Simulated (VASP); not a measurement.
Data:

```
Hg3MgTe4
1.0
    0.00373     6.50037     6.49418
    6.50037     0.00373     6.49418
    3.25205     3.25205     0.00000
Mg Te Hg
1 4 3
Direct
  0.00083   0.00083   0.99833
  0.12272   0.12272   0.25457
  0.12422   0.62755   0.24824
  0.62755   0.12422   0.24824
  0.62499   0.62499   0.25001
  0.00041   0.49957   0.00002
  0.49957   0.00041   0.00002
  0.49971   0.49971   0.00058
```

All values below come from PBEsol GGA, VASP's PBE PAW potentials (set 64) (plane waves; VASP). Numerical set-up: 400 eV cut-off, 5×5×9 Γ-centred mesh, tetrahedra with Blöchl corrections, potentials Mg Te Hg.

Unless said otherwise, spin-orbit coupling is left out, though it shifts the bands of the heavy elements here.

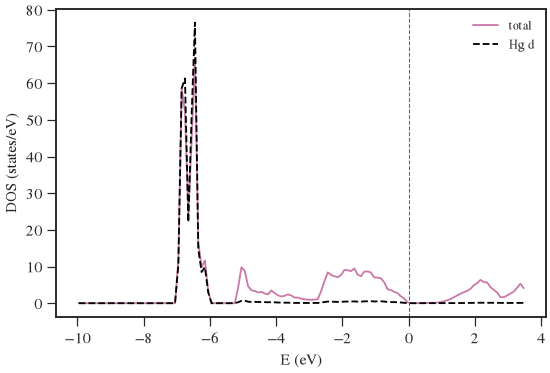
Fig. 1. Total and projected density of states, zero at the valence-band maximum

Within 2 eV below the valence-band maximum the largest weight inside VASP's projection spheres is Te p.

The gap is direct, 0.03 eV, from the valence maximum at Γ to the conduction minimum at Γ.

The structure was generated: Hg3MgTe4 was put into an ordered model structure (Amm2), which need not be its known phase. It was relaxed first.
